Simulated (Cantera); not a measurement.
Feed: 1 mol SiO₂, 0.98 mol C, 6.5 mol N₂, equilibrated at 625 °C.

These are equilibrium values from Cantera (NASA tables, ideal gas, pure condensed phases), not measurements of a reactor. Candidate condensed phases: C, Si, SiC, SiO₂, Si₂N₂O, Si₃N₄; 34 gas species. N₂ is the only nitrogen source here; it is nearly inert below about 1500 K, so the nitride shown seldom forms there in practice. Equilibrium is a limit: real reactors are often held back by kinetics, nucleation or transport.

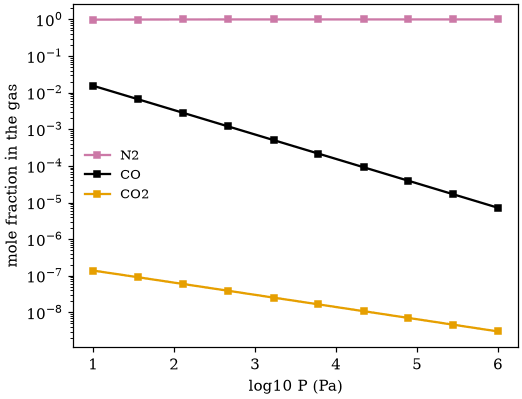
*Equilibrium gas composition (values under 1e-9 drawn at 1e-9)*

From 0.000100 bar to 0.770 bar the condensed part is C(graphite) + SiO₂(β-quartz) + Si₂N₂O(s). From 2.80 bar to 10.0 bar the condensed part is C(graphite) + SiO₂(β-quartz).
